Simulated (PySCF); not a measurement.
## Electronic structure of C$_{4}$H$_{9}$FSi$_{2}$ (SMILES F[C@H]1C[SiH2]C=C[SiH2]1) in real space

```xyz
16

F    -2.3847    1.3166    0.6785
C    -1.1906    0.5851    0.6685
C    -1.3621   -0.6368   -0.2152
Si    0.1761   -1.7499   -0.1631
C     1.7058   -0.6655   -0.3557
C     1.7229    0.6636   -0.2468
Si    0.2212    1.7490    0.0902
H    -1.0559    0.2738    1.7118
H    -1.5588   -0.3061   -1.2367
H    -2.2454   -1.1944    0.1050
H     0.1186   -2.7244   -1.2602
H     0.2501   -2.4523    1.1275
H     2.6384   -1.1829   -0.5600
H     2.6659    1.1865   -0.3743
H    -0.2131    2.4287   -1.1354
H     0.5039    2.7179    1.1545
```

Geometry: GFN2-xTB.

All numbers below come from PBE0/pcSseg-1, SCF density, gas phase, non-relativistic in PySCF 2.14.0.

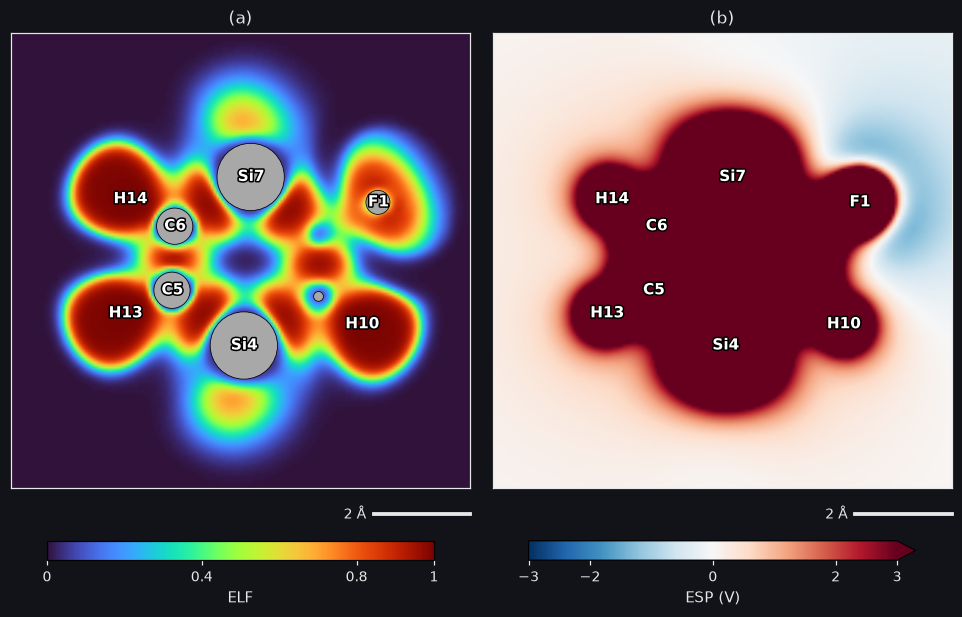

Figure 1. (a) ELF; (b) molecular electrostatic potential on the plane of atoms C5, C6 and Si7. Grey discs cover the atomic cores in the ELF map.

> Read the bonding off the picture.

- The section cuts through F, Si, C and H sites.
- C–C (1.33 Å): the ELF peaks at about 0.95 between the atoms: a short, multiple covalent bond.
- C–Si (1.88 Å): the ELF peaks at about 0.95 between the atoms, as expected for localised, covalent bonding.
- C–H (1.09 Å): the ELF climbs to about 1 towards the hydrogen, as it does in any bond to H (a covalent bond by its length).
- The ELF also peaks beside F1, away from the bonds: lone-pair regions.
- Outside the dense part of the molecule the potential is most negative (−1.3 V) near F1.

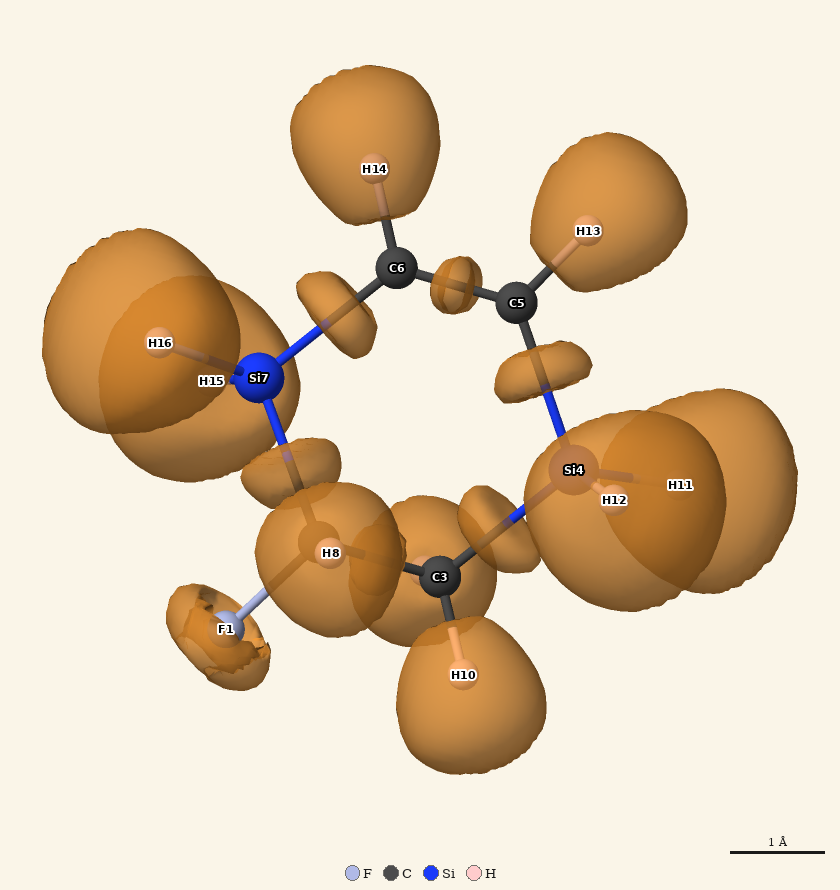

Figure 2. Isosurface of the electron localisation function at 0.85 (orange), seen across its widest extent. Core shells and regions of very low density are left out.

> Describe the localisation domains.

At this value the surface marks out two regions between bonded C–C atoms (shared pairs), four regions between bonded C–Si atoms (shared pairs), nine regions around hydrogen nuclei and one region wrapped around F (its lone pairs, merged into a ring or cap).


 C–F (1.40 Å): the ELF peaks at about 0.80 between the atoms (a polar covalent bond).

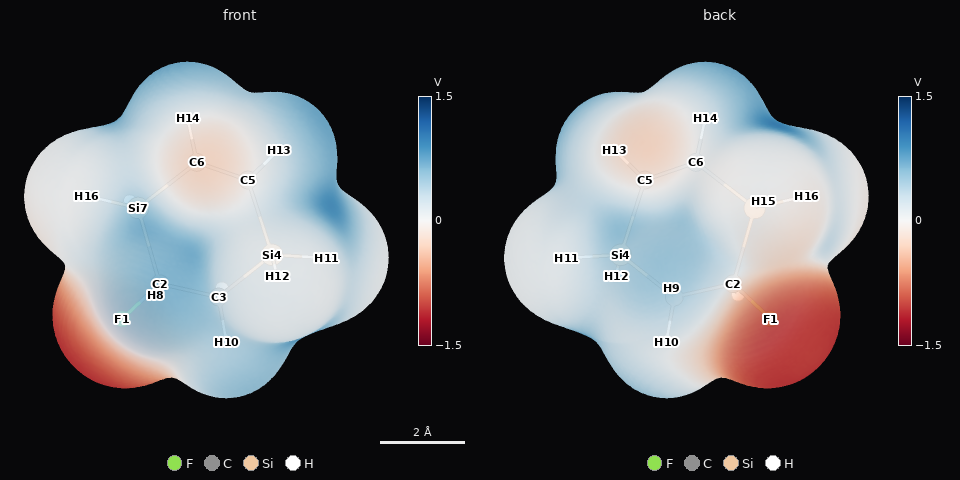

Figure 3. The electrostatic potential painted on the density surface at 0.001 e/bohr³, seen from the front and from behind; the colour scale runs from red (negative) to blue (positive).

> Describe the electrostatic potential map.

The most negative region (about −1.1 V) lies over F1, the most positive (about +0.9 V) over Si4 and Si7.
